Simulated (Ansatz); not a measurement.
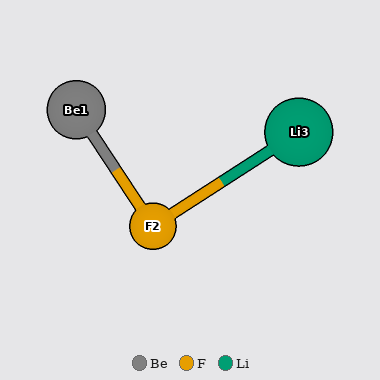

The system is Be + FLi; the picture shows the reference structure. Coordinates scanned: (1) distance Be1–F2; (2) distance F2–Li3. Nothing is relaxed (the angle Be1–F2–Li3 is fixed at 90 degrees). The grid has 17 × 17 points. Energies are in kcal/mol, from Be far from the relaxed FLi (each part in its own basis). The reference is spin-restricted, so regions where a bond is pulled apart into radicals lie too high. These are results of Ansatz, RKS PBE-D4/def2-TZVPD, not measurements.

Its coordinates:

```xyz
3

Be   -1.4750    0.0000    0.0000
F     0.0000    0.0000    0.0000
Li    0.0000    1.8340    0.0000
```

Range: distance Be1–F2 from 1.248 to 3.248 Å; distance F2–Li3 from 1.504 to 3.504 Å.

**Predict the map.**

The lowest grid point is at distance Be1–F2 = 1.475 Å, distance F2–Li3 = 1.834 Å, −38 kcal/mol from Be far from the relaxed FLi (each part in its own basis). It is the only kind of minimum in the scanned range. The highest grid point, distance Be1–F2 = 3.248 Å, distance F2–Li3 = 3.504 Å, lies 108 kcal/mol above the lowest.

| distance F2–Li3 ↓, distance Be1–F2 → | 1.302 | 1.475 | 1.689 | 1.931 | 2.195 | 2.477 | 2.775 | 3.087 |
| --- | --- | --- | --- | --- | --- | --- | --- | --- |
| 3.504 | −9 | −11 | 3 | 22 | 39 | 53 | 63 | 69 |
| 3.185 | −14 | −16 | −2 | 16 | 32 | 45 | 54 | 60 |
| 2.880 | −18 | −21 | −8 | 9 | 24 | 36 | 44 | 49 |
| 2.590 | −21 | −26 | −15 | 1 | 14 | 25 | 32 | 37 |
| 2.316 | −25 | −30 | −21 | −7 | 5 | 14 | 21 | 25 |
| 2.063 | −28 | −35 | −27 | −15 | −5 | 3 | 9 | 12 |
| 1.834 | −29 | −38 | −32 | −22 | −13 | −6 | −2 | 1 |
| 1.638 | −25 | −35 | −31 | −23 | −16 | −11 | −7 | −5 |
| 1.504 | −16 | −28 | −26 | −19 | −13 | −9 | −5 | −3 |

The table holds every second grid line.

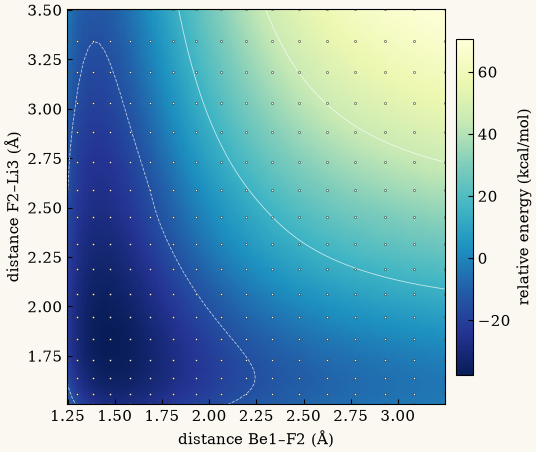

The picture shows a smooth colour map with a few white contour lines, dots at the grid points. Between grid points the surface is interpolated.

Each point was launched as `ansatz run input.yaml --threads 1 --pin off --max-ram 2560MiB --backend cpu --events-out ev --progress --plain --runs-dir out`. The whole map (289 points run) took 7.5 min on 1 thread of Arm Neoverse V1 (shared host).
